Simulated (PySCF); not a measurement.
SMILES C[SiH]C (C2H7Si), doublet at its B3LYP/def2-SVP optimised geometry (Å):

```
10

C     -0.5246     0.6087     0.0000
Si     0.1237    -1.1730     0.0000
C     -0.5247    -2.1648     1.4801
H     -0.2163     1.1364     0.9207
H     -0.1319     1.1730    -0.8607
H     -1.6251     0.6327    -0.0512
H      1.6251    -1.1730     0.0000
H     -0.2165    -1.6936     2.4309
H     -0.1319    -3.1938     1.4698
H     -1.6251    -2.2207     1.4714
```

Calculation: unrestricted B3LYP/def2-TZVP (PySCF). Cells within 0.4 Å of a nucleus heavier than hydrogen are left out (blank, or x).

Map of the electrostatic potential (hartree/e), clipped to [-0.08, 0.12] on the plane z = 0.0 Å:

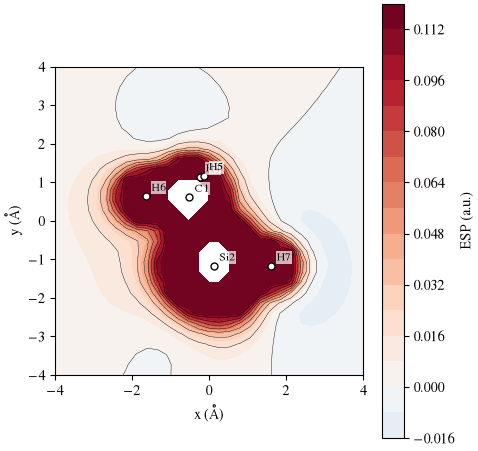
Figure. Electrostatic potential (hartree/e), clipped to [-0.08, 0.12] on the plane z = 0.0 Å.
